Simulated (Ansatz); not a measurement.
**BF (SMILES [B]F): HSE06/STO-3G**

Aim: the electronic atomisation energy of BF at HSE06/STO-3G, from 3 runs. 

Program for the calculation: Ansatz 0.2.0.

39 further runs of the same task are left out: 1 that didn't finish, 38 set aside as unsound or not needed.

## 1. Starting point

BF has 2 atoms, charge 0, and is taken as a singlet. SMILES: `[B]F`. Geometry: relaxed at GFN2-xTB.

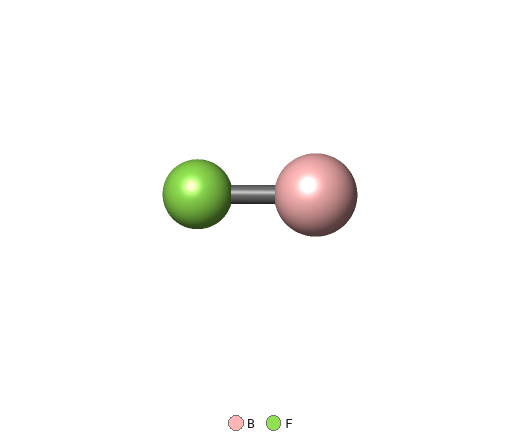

The structure, seen from a chosen angle (boron pink, fluorine green).

## 2. The energy at HSE06/STO-3G

in.yaml

```yaml
basis:
  gaussian:
    orbitals: STO-3G
crystal:
  periodic: [false, false, false]
  atoms:
    - {symbol: B, position_ang: [0.000000, 0.000000, 0.000000]}
    - {symbol: F, position_ang: [0.000000, 0.000000, 1.244390]}
hamiltonian:
  xc: hse06
accuracy: high
```

The run is started by

```
ansatz run in.yaml --threads 1 --pin off --max-ram 2610MiB --events-out events.jsonl --progress --plain --runs-dir runs
```

Output:

```text
Warning: RAYON_NUM_THREADS=1 ignored (pool sized by the plan → 1); use --threads N
Functional definition: HSE06
  name "HSE06"
  parameter a = 0.25
  parameter omega = 0.11/bohr
  exchange = pbe_x - a*pbe_x_sr(omega) + a*exact_x_sr(omega)
  correlation = pbe_c
149 factors; integrals over basis functions are off by at most 2.3e-8 eV
38 factors; integrals over basis functions are off by at most 6.2e-10 eV
mean field evaluation 1: about -3339.8825 eV, gradient 9.4e0 eV
mean field evaluation 2: about -3339.7817 eV, gradient 1.1e1 eV
mean field evaluation 4: about -3340.1261 eV, gradient 8.5e-2 eV
mean field evaluation 8: about -3340.1204 eV, gradient 1.5e-4 eV
mean field evaluation 16: about -3340.1204 eV, gradient 1.0e-8 eV
mean field -3340.12044840 eV, -122.7471624636 hartree, gradient 1.0e-8 eV, S^2 0.000000; 0 other end points of the search recorded, 0 dependent functions left out
reference -3340.12044960 eV, -122.7471625077 hartree; 7, 7 occupied and 3, 3 virtual orbitals, 149 factors
Total energy: -3340.12044960 eV, -122.7471625077 hartree
```

Wall time 0.75 s (1 thread of Arm Neoverse N1, shared host).

## 3. The B atom

job.yaml

```yaml
crystal:
  periodic: [false, false, false]
  atoms:
    - {symbol: B, position_ang: [0.000000, 0.000000, 0.000000]}
basis:
  gaussian:
    orbitals: STO-3G
magnetization:
  spin_polarized: true
  initial_magnetization: 1
hamiltonian:
  xc: {name: HSE06}
accuracy: high
```

Run the same way, it converges to -24.23396 Eh (log not shown).

## 4. The F atom

input.yaml

```yaml
crystal:
  periodic: [false, false, false]
  atoms:
    - {symbol: F, position_ang: [0.000000, 0.000000, 0.000000]}
basis:
  gaussian: {orbitals: STO-3G}
hamiltonian: {xc: {name: HSE06}}
accuracy: high
magnetization: {spin_polarized: true, initial_magnetization: 1}
```

Run the same way, it converges to -98.19947 Eh (log not shown).

## 5. Summary of results

Level: HSE06/STO-3G.

```
                     quantity          value
       molecule: total energy  -122.74716 Eh
         B atom: total energy   -24.23396 Eh
                 B atom: ⟨S²⟩          0.750
         F atom: total energy   -98.19947 Eh
                 F atom: ⟨S²⟩          0.750
electronic atomisation energy       8.537 eV
```

**Reading.** Taking the molecule apart into free atoms costs 8.54 eV (197 kcal/mol), before zero-point energy and without spin-orbit coupling. In a minimal basis such a difference can be off by several eV, whatever the method.
